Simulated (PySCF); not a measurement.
# triplet [SiH3]− at 6 levels

Aim: a comparison of 6 runs (U-wB97X-V/6-31G, UB3LYP/6-31G, UPBE/6-31G, USVWN5/6-31G, NEVPT2(4,4)/6-31G, ROCCSD(T)/6-31G) of triplet [SiH3]−. The job is set up through a Python script.

The results are computed with PySCF 2.14.0.

6 further runs of the same task are left out: 6 set aside as unsound or not needed.

## (1) The system as given

[SiH3]− has 4 atoms, charge -1, and is taken as a triplet. As SMILES of the parent species, `[SiH3-]`. The shape is that of a PBE0-D4/def2-TZVPD optimisation. That shape belongs to the parent species and isn't relaxed for this state.

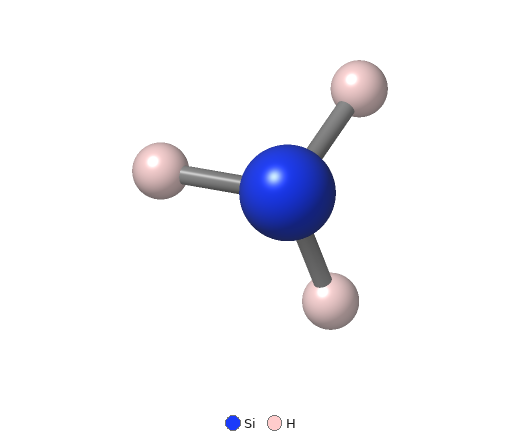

Viewed from a chosen angle; silicon blue, hydrogen pink.

## (2) A single-point energy at U-wB97X-V/6-31G (run 1)

Contents of input.py:

```python
from pyscf import gto, dft

mol = gto.M(
    atom='Si 0.539700 -0.050700 -0.300900; H 0.426600 0.622300 1.085900; H -0.298500 -1.283700 0.106800; H -0.667800 0.712200 -0.891800',
    max_memory=1860,
    basis='6-31g',
    charge=-1,
    verbose=4,
    spin=2,
)

ks = dft.UKS(mol, xc='wb97x-v')
ks.nlcgrids.level = 1
ks.grids.level = 5
ks.conv_tol = 1e-10
ks.kernel()
if not ks.converged:
    ks = ks.newton().run(ks.mo_coeff, ks.mo_occ)

e_tot = ks.e_tot
print('Final energy', e_tot)
```

Launch:

```
$ OMP_NUM_THREADS=1 python input.py
```

The program printed:

```text
PySCF version 2.14.0

[... 62 lines left out ...]
[... the frontier-level lines of each cycle are left out ...]
[... 3 lines left out ...]
[... 134 lines left out ...]
converged SCF energy = -290.995955306996  <S^2> = 2.0017299  2S+1 = 3.001153
Final energy -290.9959553069957
```

Run time: 28 s. Hardware: 1 thread of Arm Neoverse V2, shared host; peak memory 0.19 GiB.

## (3) A single-point energy at UB3LYP/6-31G (run 2)

Contents of input.py:

```python
from pyscf import gto, dft

molecule = gto.M(
    atom='''
Si     1.019885    -0.095809    -0.568619
H      0.806157     1.175977     2.052054
H     -0.564083    -2.425841     0.201823
H     -1.261959     1.345863    -1.685258
''',
    unit='bohr',
    spin=2,
    max_memory=1860,
    basis='6-31g',
    verbose=4,
    charge=-1,
)

myscf = dft.UKS(molecule)
myscf.xc = 'b3lyp'
myscf.grids.level = 5
myscf.conv_tol = 1e-10
myscf.kernel()
if not myscf.converged:
    myscf = myscf.newton().run(myscf.mo_coeff, myscf.mo_occ)

energy = myscf.e_tot
print(f'total energy: {energy:.8f} hartree')
```

Launch:

```
$ OMP_NUM_THREADS=1 python input.py
```

The program printed:

```text
PySCF version 2.14.0

[... 55 lines left out ...]
[... the frontier-level lines of each cycle are left out ...]
[... 17 lines left out ...]
[... 17 lines left out ...]
[... 17 lines left out ...]
[... 17 lines left out ...]
[... 17 lines left out ...]
[... 17 lines left out ...]
[... 1 line left out ...]
cycle= 19 E= -291.082093191066  delta_E= 1.19e-09  |g|= 1.18e-05  |ddm|= 0.00439


cycle= 20 E= -291.082093191395  delta_E= -3.29e-10  |g|= 1.3e-06  |ddm|= 0.000165


cycle= 21 E= -291.082093191396  delta_E= -9.66e-13  |g|= 9.77e-08  |ddm|= 0.00039


Extra cycle  E= -291.082093191395  delta_E= 5.68e-13  |g|= 5.77e-08  |ddm|= 1.95e-06
converged SCF energy = -291.082093191395  <S^2> = 2.0016222  2S+1 = 3.0010812
total energy: -291.08209319 hartree
```

It took 5.1 s on 1 thread of Arm Neoverse V2, shared host; peak memory 0.19 GiB.

Runs 3 to 5 aren't shown in full; the table further down has their settings and results.

## (4) A single-point energy at ROCCSD(T)/6-31G (run 6)

Contents of job.py:

```python
from pyscf import gto, scf, cc

mol = gto.M(
    atom=[
    ('Si', (0.539700, -0.050700, -0.300900)),
    ('H', (0.426600, 0.622300, 1.085900)),
    ('H', (-0.298500, -1.283700, 0.106800)),
    ('H', (-0.667800, 0.712200, -0.891800)),
],
    basis='6-31g',
    max_memory=1860,
    spin=2,
    charge=-1,
    verbose=3,
)

calc0 = scf.ROHF(mol)
calc0.conv_tol = 1e-10
calc0.kernel()
if not calc0.converged:
    calc0 = calc0.newton().run(calc0.mo_coeff, calc0.mo_occ)

mycc = cc.CCSD(calc0, frozen=5)
mycc.kernel()
e_t = mycc.ccsd_t()
etot = mycc.e_tot + e_t
print('E(%s) = %.9f' % ('CCSD(T)', etot))
```

Launch:

```
$ OMP_NUM_THREADS=1 python job.py
```

The program printed:

```text
converged SCF energy = -290.418192993865

WARN: RCCSD method does not support ROHF method. ROHF object is converted to UHF object and UCCSD method is called.

E(UCCSD) = -290.4891015957357  E_corr = -0.07090860187052879
UCCSD(T) correction = -0.000916762470678731
E(CCSD(T)) = -290.490018358
```

It took 0.82 s on 1 thread of Arm Neoverse V2, shared host; peak memory 0.12 GiB.

## (5) All runs side by side

| run | level | nlc grid | integration grid | energy (Eh) | HOMO energy (eV) | ⟨S²⟩ | wall time |
| --- | --- | --- | --- | --- | --- | --- | --- |
| 1 | U-wB97X-V/6-31G | 1 | 5 | -290.995955 | 3.16 | 2.002 | 28 s |
| 2 | UB3LYP/6-31G | – | 5 | -291.082093 | 5.07 | 2.002 | 5.1 s |
| 3 | UPBE/6-31G | – | 5 | -290.904828 | 5.54 | 2.002 | 3.6 s |
| 4 | USVWN5/6-31G | – | 5 | -289.861461 | 5.65 | 2.001 | 2.5 s |
| 5 | NEVPT2(4,4)/6-31G | – | – | -290.477857 | – | – | 0.74 s |
| 6 | ROCCSD(T)/6-31G | – | – | -290.490018 | – | 2.000 | 0.82 s |

## (6) What came out

| quantity | value |
| --- | --- |
| run 6: total energy | -290.49002 Eh |
| run 6: correlation energy (5 core orbitals frozen) | -71.8 mEh |
| run 6: (T) correction | -0.92 mEh |
| run 6: ⟨S²⟩ of the reference determinant | 2.000 |
| run 6: T1 diagnostic | 0.015 |

What this shows: Totals of different functionals can't be ranked against each other. In runs 1, 2, 3, 4, 5, 6 the HOMO lies above zero, so the outermost electron may be held by the basis alone. All runs together took 41 s, the longest 28 s.
